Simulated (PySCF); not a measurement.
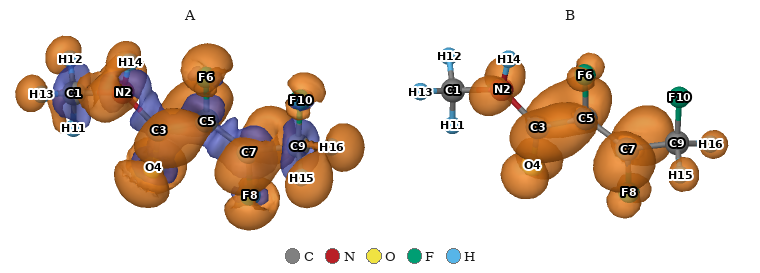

Figure. C5H6F3NO, SMILES `CNC(=O)/C(F)=C(\F)CF`. The Fukui function f⁺ from two separate SCF calculations and the density of the LUMO, at ±0.015 e/Å³ (orange positive, blue negative).

PySCF calculation, PBE0/def2-SVP, gas phase; geometry: GFN2-xTB. No frequency check shows the geometry to be a minimum.

Question: Which panel is which, and how good is the frozen-orbital picture?

Answer: A is f⁺ (it has negative regions), B the LUMO density. The LUMO lies on C7 (26 %), C5 (19 %) and C3 (16 %); f⁺ (Hirshfeld-condensed) is largest on C7 (0.14), C5 (0.12) and O4 (0.11); the vertical electron affinity is −1.06 eV (the stability of the anion's solution wasn't checked; negative, but this basis has no diffuse functions, so it doesn't show that the anion is unbound). Relaxation shifts 26 % of the electron between atoms. The orbital energy is −0.88 eV.

The PySCF run took 3.8 min on 1 thread of AMD EPYC (Zen 3), with other jobs on the host, peak memory 0.95 GiB.
